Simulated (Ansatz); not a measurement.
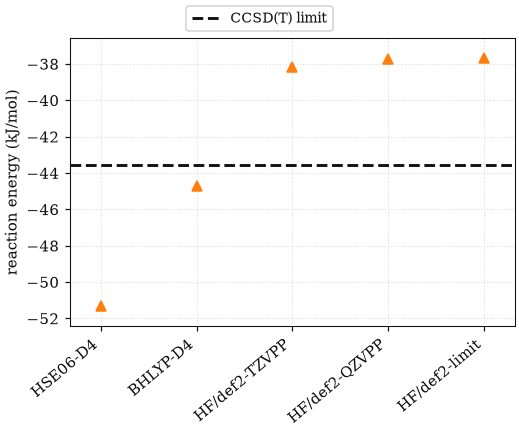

Electronic reaction energy of Ge₂NH₇ ([GeH3][NH][GeH3]) + SiH₄S ([SiH3]S) → GeSiH₆S ([SiH3][S][GeH3]) + GeNH₅ ([NH2][GeH3]) (SMILES in brackets) at several levels (functionals in def2-TZVPP unless a basis is named), isolated molecules at PBE0-D4 triple-zeta geometries, minima by their frequencies, no zero-point or thermal terms, the Ansatz code 0.2.0. The line is frozen-core CCSD(T) at the basis limit (MP2 extrapolated from triple and quadruple zeta, plus CCSD(T) less MP2 in a smaller set).

> Which level comes closest to the line (CCSD(T) limit), and which misses most?

Closest BHLYP-D4 (−44.7 kJ/mol), against −43.5 kJ/mol; farthest HSE06-D4 (−51.3 kJ/mol).

> What range do the values span, the line included?

From −51.3 kJ/mol (HSE06-D4) to −37.7 kJ/mol (HF/def2-limit).

Caveats: no scalar relativity up to krypton; outer-core shells are correlated without core-valence functions, which makes the correlated values less sure.
